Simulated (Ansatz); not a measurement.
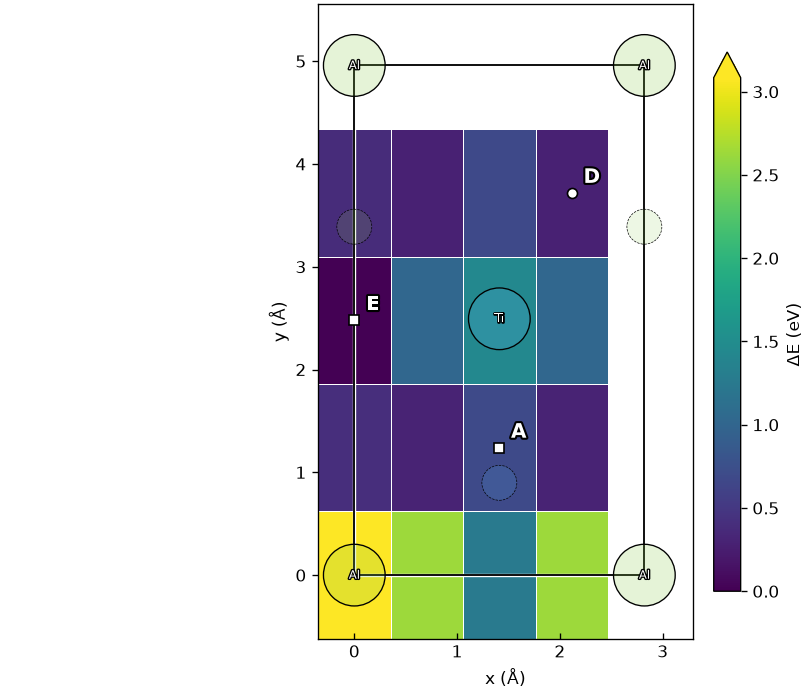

O on a TiAl(101) slab cut from the P4/mmm phase, its upper half relaxed before the scan (12 atoms of substrate and one adsorbate in a 2 × 1 cell). O is moved over the surface cell; relaxed at each place: the height of the adsorbate's atoms; substrate rigid; the origin of the map has the adsorbate above Al11. Places are given modulo a cell vector. The map is drawn in real space over the plane of the surface. The grid has 4 × 4 points; 12 points were computed and 4 follow by symmetry. Places are given in fractions of the 1 × 1 surface cell. Energies are in eV, from the lowest grid point. The runs have no spin polarisation; a magnetic state may lie lower. These are results of DFT PBE, scalar-relativistic, plane waves, PAW in Ansatz 0.2.0, not measurements. Settings: cutoff 420 eV, k-mesh 5×6×1, gaussian smearing 0.1 eV, no spin polarisation.

The picture shows one coloured cell a grid point, labelled circles for the atoms of the top layer and small ones for the second layer, the outline of one cell of the plane, one colour for all values above the top of the scale, lettered points.

**Rank the lettered points by energy, lowest first.**

E (0.00 eV), D (0.28 eV), A (0.69 eV).

PAW datasets: the set soft_1.
